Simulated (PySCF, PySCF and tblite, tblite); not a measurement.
# C₅H₇F₃O: conformers and averaged spectra

Which conformers does C₅H₇F₃O (`FC[C@@H](F)[C@]1(F)CCO1`) populate, and what do their averaged NMR parameters look like?

Computed with tblite 0.8.0 (tight binding) and PySCF 2.14.0 (DFT, with response routines of our own); each step states its level. Atoms count from 0 throughout.

### 1 The starting structure

16 atoms, charge 0, multiplicity 1; geometry from: MMFF94s geometry.

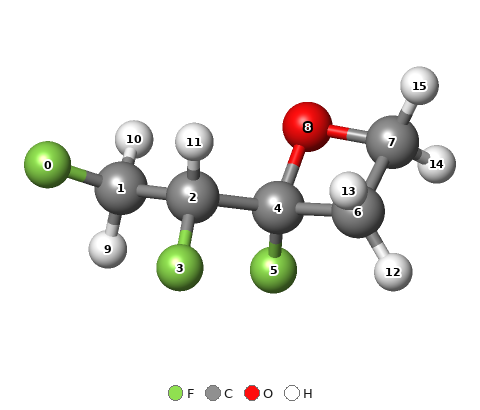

The starting geometry (fluorine green, carbon grey, oxygen red, hydrogen white), atoms numbered.

### 2 GFN2-xTB relaxation, conformer 1

What the job is given:

```
{"job": {"xc": "GFN2-xTB", "basis": "xTB", "kind": "relax"}, "charge": 0, "multiplicity": 1}
F      3.356900     0.202700    -0.258400
C      2.184000    -0.279100     0.258200
C      1.068000    -0.034000    -0.705000
F      1.206500    -0.848700    -1.796000
C     -0.279600    -0.336800    -0.049500
F     -0.271400    -1.553800     0.530900
C     -1.520900    -0.038400    -0.916800
C     -1.995800     0.727200     0.320500
O     -0.662700     0.708800     0.884300
H      2.330000    -1.354400     0.448800
H      2.023500     0.217000     1.224100
H      1.099400     0.993600    -1.083300
H     -2.126500    -0.912700    -1.171400
H     -1.345400     0.579900    -1.798500
H     -2.712500     0.198700     0.961500
H     -2.361200     1.739100     0.138100
```

Command:

```
$ OMP_NUM_THREADS=1 python ens_run.py task.json out
```

One launch serves the whole session.

Output:

```text
step      E/eV     max force
  0    -884.78220    2.035
  1    -884.87175    0.627
  2    -884.89576    0.317
  3    -884.90588    0.256
  4    -884.91317    0.150
  5    -884.91600    0.122
  6    -884.91915    0.160
  7    -884.92153    0.132
  8    -884.92326    0.102
  9    -884.92450    0.086
 10    -884.92591    0.109
 11    -884.92748    0.134
 12    -884.92902    0.110
 13    -884.93033    0.097
 14    -884.93150    0.096
 15    -884.93277    0.119
 16    -884.93420    0.120
 17    -884.93565    0.123
 18    -884.93703    0.123
 19    -884.93829    0.127
 20    -884.93953    0.093
 21    -884.94100    0.131
 22    -884.94288    0.135
 23    -884.94499    0.150
 24    -884.94694    0.122
 25    -884.94844    0.084
 26    -884.94951    0.096
 27    -884.95067    0.115
 28    -884.95181    0.116
 29    -884.95265    0.067
 30    -884.95322    0.063
 31    -884.95387    0.081
 32    -884.95478    0.128
 33    -884.95567    0.111
 34    -884.95620    0.051
 35    -884.95648    0.041
 36    -884.95677    0.061
 37    -884.95727    0.097
 38    -884.95792    0.095
 39    -884.95854    0.072
 40    -884.95901    0.078
 41    -884.95944    0.084
 42    -884.96005    0.114
 43    -884.96091    0.085
 44    -884.96144    0.058
 45    -884.96185    0.052
 46    -884.96233    0.073
 47    -884.96284    0.075
 48    -884.96321    0.039
 49    -884.96321    0.039
 50    -884.96331    0.022
 51    -884.96343    0.019
 52    -884.96347    0.020
 53    -884.96353    0.014
 54    -884.96356    0.014
 55    -884.96359    0.015
 56    -884.96361    0.013
 57    -884.96364    0.011
 58    -884.96365    0.009
 59    -884.96367    0.014
 60    -884.96369    0.016
 61    -884.96372    0.014
 62    -884.96375    0.015
 63    -884.96378    0.014
 64    -884.96380    0.013
 65    -884.96382    0.013
 66    -884.96385    0.013
 67    -884.96388    0.016
 68    -884.96392    0.014
 69    -884.96396    0.015
 70    -884.96400    0.019
 71    -884.96404    0.019
 72    -884.96410    0.024
 73    -884.96417    0.022
 74    -884.96424    0.024
 75    -884.96431    0.021
 76    -884.96437    0.016
 77    -884.96441    0.015
 78    -884.96445    0.015
 79    -884.96449    0.013
 80    -884.96452    0.011
 81    -884.96454    0.008
 82    -884.96454    0.008
 83    -884.96455    0.007
 84    -884.96456    0.007
 85    -884.96456    0.006
 86    -884.96457    0.008
 87    -884.96458    0.007
 88    -884.96458    0.005
 89    -884.96459    0.005
 90    -884.96460    0.007
 91    -884.96460    0.008
 92    -884.96461    0.008
 93    -884.96462    0.007
 94    -884.96463    0.008
 95    -884.96465    0.009
 96    -884.96467    0.011
 97    -884.96468    0.010
 98    -884.96469    0.008
 99    -884.96470    0.006
100    -884.96470    0.005
101    -884.96470    0.004
102    -884.96471    0.005
103    -884.96471    0.004
104    -884.96471    0.004
```

Wall time 0.44 s (1 thread of Arm Neoverse V2, shared host).

The energy fell by 0.183 eV, and the atoms moved 0.23 Å (root mean square).

GFN2-xTB relaxation, conformer 2:

What the job is given:

```
{"job": {"xc": "GFN2-xTB", "basis": "xTB", "kind": "relax"}, "charge": 0, "multiplicity": 1}
F     -1.940400     0.403500     1.353300
C     -2.112500     0.457000    -0.007100
C     -0.755300     0.648000    -0.667100
F     -0.263200     1.878200    -0.321300
C      0.201600    -0.450500    -0.253700
F     -0.328200    -1.662600    -0.562000
C      0.860000    -0.341000     1.122400
C      2.176500    -0.452200     0.364400
O      1.504100    -0.277100    -0.906300
H     -2.586700    -0.483800    -0.303100
H     -2.781600     1.285400    -0.219600
H     -0.899900     0.657300    -1.755600
H      0.641400    -1.173400     1.813400
H      0.724800     0.605500     1.645800
H      2.659400    -1.424000     0.412300
H      2.892500     0.338700     0.568300
```

Output:

```text
step      E/eV     max force
  0    -884.79725    2.269
  1    -884.89969    0.762
  2    -884.91951    0.345
  3    -884.92670    0.241
  4    -884.93590    0.163
  5    -884.93811    0.128
  6    -884.94176    0.154
  7    -884.94375    0.128
  8    -884.94518    0.086
  9    -884.94591    0.074
 10    -884.94669    0.087
 11    -884.94738    0.093
 12    -884.94794    0.066
 13    -884.94837    0.056
 14    -884.94885    0.074
 15    -884.94944    0.092
 16    -884.95000    0.076
 17    -884.95040    0.048
 18    -884.95066    0.046
 19    -884.95091    0.056
 20    -884.95124    0.054
 21    -884.95165    0.054
 22    -884.95211    0.053
 23    -884.95252    0.057
 24    -884.95289    0.059
 25    -884.95325    0.054
 26    -884.95367    0.062
 27    -884.95420    0.064
 28    -884.95480    0.067
 29    -884.95534    0.053
 30    -884.95577    0.049
 31    -884.95622    0.054
 32    -884.95676    0.068
 33    -884.95733    0.059
 34    -884.95784    0.066
 35    -884.95829    0.055
 36    -884.95872    0.057
 37    -884.95906    0.048
 38    -884.95924    0.030
 39    -884.95924    0.030
 40    -884.95929    0.026
 41    -884.95940    0.022
 42    -884.95943    0.016
 43    -884.95947    0.012
 44    -884.95949    0.014
 45    -884.95951    0.018
 46    -884.95953    0.013
 47    -884.95955    0.014
 48    -884.95958    0.012
 49    -884.95960    0.018
 50    -884.95963    0.015
 51    -884.95965    0.009
 52    -884.95967    0.009
 53    -884.95968    0.012
 54    -884.95970    0.009
 55    -884.95971    0.007
 56    -884.95971    0.006
 57    -884.95972    0.006
 58    -884.95972    0.004
 59    -884.95972    0.004
```

It took 0.28 s on 1 thread of Arm Neoverse V2, shared host.

Gain 0.162 eV; displacement 0.12 Å root mean square.

### 3 GFN2-xTB relaxation, conformer 3

What the job is given:

```
{"job": {"xc": "GFN2-xTB", "basis": "xTB", "kind": "relax"}, "charge": 0, "multiplicity": 1}
F      3.275200    -0.208800    -0.207700
C      2.019900     0.249100    -0.549100
C      0.990900    -0.701000     0.032800
F      0.980200    -0.572000     1.383700
C     -0.400200    -0.335000    -0.495900
F     -0.394700    -0.325500    -1.859600
C     -1.100200     0.873200     0.144900
C     -2.013400    -0.165600     0.779000
O     -1.411900    -1.240600     0.012100
H      1.916900     1.251400    -0.123200
H      1.975700     0.297800    -1.632300
H      1.233800    -1.737300    -0.208500
H     -1.598300     1.542500    -0.550700
H     -0.506500     1.453100     0.856300
H     -3.085200    -0.046500     0.545200
H     -1.889800    -0.325800     1.861500
```

Output:

```text
step      E/eV     max force
  0    -884.82774    1.519
  1    -884.89132    0.470
  2    -884.90046    0.184
  3    -884.90493    0.182
  4    -884.91118    0.135
  5    -884.91297    0.090
  6    -884.91440    0.070
  7    -884.91513    0.065
  8    -884.91577    0.066
  9    -884.91631    0.058
 10    -884.91680    0.047
 11    -884.91718    0.047
 12    -884.91755    0.067
 13    -884.91805    0.081
 14    -884.91875    0.079
 15    -884.91961    0.100
 16    -884.92060    0.114
 17    -884.92174    0.096
 18    -884.92300    0.088
 19    -884.92421    0.079
 20    -884.92518    0.079
 21    -884.92602    0.070
 22    -884.92696    0.078
 23    -884.92810    0.085
 24    -884.92928    0.092
 25    -884.93037    0.089
 26    -884.93145    0.074
 27    -884.93241    0.074
 28    -884.93310    0.066
 29    -884.93362    0.058
 30    -884.93418    0.051
 31    -884.93486    0.073
 32    -884.93560    0.068
 33    -884.93619    0.057
 34    -884.93658    0.060
 35    -884.93693    0.058
 36    -884.93720    0.069
 37    -884.93750    0.042
 38    -884.93766    0.027
 39    -884.93766    0.027
 40    -884.93770    0.024
 41    -884.93785    0.019
 42    -884.93788    0.020
 43    -884.93795    0.014
 44    -884.93799    0.013
 45    -884.93802    0.012
 46    -884.93805    0.014
 47    -884.93808    0.017
 48    -884.93812    0.015
 49    -884.93816    0.016
 50    -884.93818    0.013
 51    -884.93820    0.012
 52    -884.93822    0.011
 53    -884.93824    0.007
 54    -884.93824    0.007
 55    -884.93825    0.006
 56    -884.93826    0.006
 57    -884.93826    0.006
 58    -884.93826    0.005
 59    -884.93827    0.004
```

It took 0.25 s on 1 thread of Arm Neoverse V2, shared host.

Relaxing gained 0.111 eV and moved the atoms by 0.18 Å on average (rms).

**GFN2-xTB relaxation, conformer 4**

What the job is given:

```
{"job": {"xc": "GFN2-xTB", "basis": "xTB", "kind": "relax"}, "charge": 0, "multiplicity": 1}
F     -2.632600     0.744100     0.743200
C     -2.122300    -0.269000     0.007600
C     -0.803600    -0.741900     0.633900
F     -0.442900    -1.891300    -0.000300
C      0.278200     0.304600     0.444600
F     -0.059800     1.466900     1.044100
C      0.859600     0.467500    -0.984700
C      2.212400     0.275300    -0.291500
O      1.572800    -0.186500     0.921300
H     -2.851700    -1.089600     0.013600
H     -1.992900     0.068200    -1.015200
H     -0.952200    -0.956800     1.696800
H      0.703600     1.446600    -1.428000
H      0.599600    -0.323300    -1.695500
H      2.780500     1.192400    -0.120700
H      2.843500    -0.498400    -0.721600
```

Output:

```text
step      E/eV     max force
  0    -884.74305    2.219
  1    -884.83428    0.670
  2    -884.85416    0.305
  3    -884.86168    0.258
  4    -884.86950    0.133
  5    -884.87144    0.136
  6    -884.87455    0.141
  7    -884.87627    0.108
  8    -884.87751    0.078
  9    -884.87833    0.069
 10    -884.87934    0.087
 11    -884.88036    0.088
 12    -884.88124    0.080
 13    -884.88185    0.068
 14    -884.88240    0.075
 15    -884.88305    0.082
 16    -884.88385    0.088
 17    -884.88477    0.082
 18    -884.88576    0.087
 19    -884.88680    0.090
 20    -884.88791    0.085
 21    -884.88918    0.104
 22    -884.89063    0.105
 23    -884.89210    0.094
 24    -884.89349    0.095
 25    -884.89484    0.079
 26    -884.89613    0.102
 27    -884.89737    0.090
 28    -884.89841    0.069
 29    -884.89911    0.058
 30    -884.89964    0.067
 31    -884.90030    0.075
 32    -884.90130    0.094
 33    -884.90254    0.081
 34    -884.90357    0.075
 35    -884.90423    0.078
 36    -884.90474    0.075
 37    -884.90528    0.065
 38    -884.90584    0.061
 39    -884.90623    0.038
 40    -884.90623    0.038
 41    -884.90641    0.034
 42    -884.90674    0.023
 43    -884.90680    0.024
 44    -884.90696    0.024
 45    -884.90708    0.029
 46    -884.90726    0.029
 47    -884.90742    0.030
 48    -884.90757    0.031
 49    -884.90770    0.028
 50    -884.90783    0.025
 51    -884.90796    0.026
 52    -884.90807    0.025
 53    -884.90816    0.025
 54    -884.90824    0.020
 55    -884.90830    0.020
 56    -884.90837    0.020
 57    -884.90842    0.016
 58    -884.90847    0.016
 59    -884.90851    0.015
 60    -884.90856    0.016
 61    -884.90864    0.025
 62    -884.90873    0.035
 63    -884.90883    0.036
 64    -884.90893    0.028
 65    -884.90902    0.023
 66    -884.90912    0.029
 67    -884.90923    0.042
 68    -884.90935    0.044
 69    -884.90947    0.032
 70    -884.90958    0.026
 71    -884.90968    0.025
 72    -884.90977    0.025
 73    -884.90987    0.027
 74    -884.90998    0.028
 75    -884.91012    0.032
 76    -884.91026    0.037
 77    -884.91041    0.036
 78    -884.91060    0.044
 79    -884.91083    0.050
 80    -884.91108    0.043
 81    -884.91128    0.038
 82    -884.91133    0.034
 83    -884.91148    0.029
 84    -884.91156    0.027
 85    -884.91170    0.021
 86    -884.91179    0.016
 87    -884.91185    0.012
 88    -884.91187    0.010
 89    -884.91188    0.008
 90    -884.91189    0.009
 91    -884.91190    0.011
 92    -884.91191    0.005
 93    -884.91191    0.004
```

Wall time 0.4 s (1 thread of Arm Neoverse V2, shared host).

Relaxing gained 0.169 eV and moved the atoms by 0.26 Å on average (rms).

### 4 GFN2-xTB relaxation, conformer 5

What the job is given:

```
{"job": {"xc": "GFN2-xTB", "basis": "xTB", "kind": "relax"}, "charge": 0, "multiplicity": 1}
F      1.855800    -0.787300     1.098300
C      1.878100    -0.289100    -0.178800
C      1.037300     0.949000    -0.258200
F      1.343700     1.600800    -1.437100
C     -0.471800     0.663400    -0.246700
F     -1.147900     1.807700    -0.544400
C     -1.086500    -0.114600     0.920600
C     -1.734000    -0.948900    -0.168000
O     -0.838700    -0.411900    -1.170400
H      2.921500    -0.056900    -0.395800
H      1.562000    -1.085100    -0.856900
H      1.269300     1.632500     0.559900
H     -1.788800     0.454000     1.554200
H     -0.394600    -0.671700     1.562200
H     -2.785400    -0.699000    -0.396900
H     -1.627600    -2.034100    -0.053400
```

Output:

```text
step      E/eV     max force
  0    -884.73571    1.719
  1    -884.82951    0.659
  2    -884.84808    0.266
  3    -884.85540    0.263
  4    -884.86430    0.143
  5    -884.86664    0.145
  6    -884.86987    0.122
  7    -884.87190    0.102
  8    -884.87387    0.102
  9    -884.87528    0.114
 10    -884.87661    0.120
 11    -884.87771    0.103
 12    -884.87866    0.089
 13    -884.87950    0.087
 14    -884.88037    0.085
 15    -884.88133    0.088
 16    -884.88233    0.083
 17    -884.88333    0.083
 18    -884.88422    0.081
 19    -884.88494    0.068
 20    -884.88555    0.062
 21    -884.88617    0.065
 22    -884.88688    0.055
 23    -884.88763    0.071
 24    -884.88832    0.067
 25    -884.88888    0.061
 26    -884.88935    0.062
 27    -884.88982    0.052
 28    -884.89035    0.060
 29    -884.89101    0.063
 30    -884.89191    0.087
 31    -884.89315    0.112
 32    -884.89465    0.106
 33    -884.89601    0.099
 34    -884.89696    0.095
 35    -884.89758    0.077
 36    -884.89810    0.057
 37    -884.89850    0.046
 38    -884.89873    0.029
 39    -884.89873    0.029
 40    -884.89881    0.025
 41    -884.89897    0.023
 42    -884.89900    0.021
 43    -884.89907    0.015
 44    -884.89911    0.015
 45    -884.89916    0.018
 46    -884.89921    0.015
 47    -884.89925    0.016
 48    -884.89929    0.016
 49    -884.89933    0.016
 50    -884.89937    0.016
 51    -884.89942    0.013
 52    -884.89946    0.016
 53    -884.89950    0.016
 54    -884.89952    0.010
 55    -884.89954    0.010
 56    -884.89955    0.012
 57    -884.89957    0.011
 58    -884.89958    0.012
 59    -884.89960    0.013
 60    -884.89963    0.014
 61    -884.89965    0.015
 62    -884.89967    0.014
 63    -884.89970    0.013
 64    -884.89973    0.012
 65    -884.89977    0.016
 66    -884.89982    0.019
 67    -884.89989    0.021
 68    -884.89997    0.025
 69    -884.90006    0.025
 70    -884.90016    0.029
 71    -884.90026    0.026
 72    -884.90036    0.024
 73    -884.90046    0.025
 74    -884.90054    0.019
 75    -884.90060    0.018
 76    -884.90064    0.014
 77    -884.90067    0.012
 78    -884.90069    0.007
 79    -884.90069    0.006
 80    -884.90070    0.005
 81    -884.90070    0.004
```

It took 0.34 s on 1 thread of Arm Neoverse V2, shared host.

The energy fell by 0.165 eV, and the atoms moved 0.18 Å (root mean square).

### 5 Shieldings, conformer 1: PBE0/pcSseg-1

What the job is given:

```
{"job": {"xc": "PBE0", "basis": "pcSseg-1", "kind": "nmr", "pop": true}, "charge": 0, "multiplicity": 1}
F      3.304928     0.434655    -0.060483
C      2.207699    -0.321568     0.246157
C      1.048634     0.017911    -0.683850
F      1.159060    -0.663599    -1.874603
C     -0.295644    -0.338001    -0.039190
F     -0.196406    -1.597665     0.513569
C     -1.572222    -0.153060    -0.862369
C     -1.964312     0.817839     0.258361
O     -0.708368     0.586608     0.926546
H      2.486930    -1.373645     0.141675
H      1.927408    -0.091159     1.278151
H      1.059257     1.087399    -0.927536
H     -2.173251    -1.054153    -0.936369
H     -1.418006     0.283299    -1.844336
H     -2.805761     0.508780     0.880046
H     -2.067546     1.865304    -0.028141
```

Output:

```text
coarse grid: 14120 points
cycle   1  E = -568.5810643456  dE =  1.322e+00  |g| = 9.435e-01  |ddm| = 3.438e+00
cycle   2  E = -568.3935279490  dE =  1.875e-01  |g| = 1.450e+00  |ddm| = 1.522e+00
cycle   3  E = -568.7281540998  dE = -3.346e-01  |g| = 7.260e-02  |ddm| = 9.843e-01
cycle   4  E = -568.7289963559  dE = -8.423e-04  |g| = 3.728e-02  |ddm| = 7.673e-02
cycle   5  E = -568.7292651015  dE = -2.687e-04  |g| = 1.027e-02  |ddm| = 3.116e-02
cycle   6  E = -568.7292800496  dE = -1.495e-05  |g| = 4.060e-03  |ddm| = 9.472e-03
cycle   7  E = -568.7292830250  dE = -2.975e-06  |g| = 5.177e-04  |ddm| = 2.871e-03
final grid: 139664 points
cycle   8  E = -568.8146157777  dE = -5.107e-05  |g| = 1.260e-02  |ddm| = 3.120e-02
cycle   9  E = -568.8145822292  dE =  3.355e-05  |g| = 1.904e-02  |ddm| = 1.949e-02
cycle  10  E = -568.8146455986  dE = -6.337e-05  |g| = 1.234e-03  |ddm| = 1.135e-02
cycle  11  E = -568.8146459073  dE = -3.087e-07  |g| = 3.128e-04  |ddm| = 1.127e-03
cycle  12  E = -568.8146459219  dE = -1.459e-08  |g| = 1.559e-04  |ddm| = 3.107e-04
cycle  13  E = -568.8146459254  dE = -3.505e-09  |g| = 2.389e-05  |ddm| = 1.042e-04
cycle  14  E = -568.8146459255  dE = -8.845e-11  |g| = 8.766e-06  |ddm| = 2.369e-05
converged SCF energy = -568.8146459255

GIAO shielding tensors (ppm)
atom      isotropic    diamagn.    paramagn.     s11        s22        s33       span
  0 F      429.877     467.676     -37.799    392.489    426.404    470.738     78.249
  1 C      101.266     243.911    -142.645     70.167     82.775    150.856     80.690
  2 C       86.532     244.512    -157.980     69.591     79.032    110.971     41.380
  3 F      397.656     472.194     -74.539    370.060    401.610    421.296     51.236
  4 C       64.715     243.251    -178.537     47.808     64.990     81.346     33.538
  5 F      295.963     477.395    -181.432    215.850    326.341    345.697    129.847
  6 C      153.860     252.978     -99.119    133.279    146.712    181.587     48.308
  7 C      120.657     246.565    -125.908     89.330    103.117    169.525     80.196
  8 O      235.372     399.505    -164.133    152.513    233.639    319.963    167.450
  9 H       26.577      28.047      -1.470     22.028     27.872     29.831      7.804
 10 H       26.701      28.927      -2.226     21.946     27.620     30.536      8.590
 11 H       26.747      30.646      -3.899     25.254     26.021     28.967      3.713
 12 H       28.876      30.094      -1.218     26.157     26.916     33.556      7.399
 13 H       28.660      30.610      -1.950     26.306     27.313     32.360      6.054
 14 H       26.917      28.364      -1.447     23.957     24.550     32.244      8.287
 15 H       27.117      28.935      -1.817     24.693     24.806     31.853      7.160
```

It took 25 s on 1 thread of Arm Neoverse V2, shared host; peak memory 0.83 GiB.

This run: HOMO -8.45 eV, LUMO 1.20 eV; dipole 3.12 D.

[end of part 1 of 2]
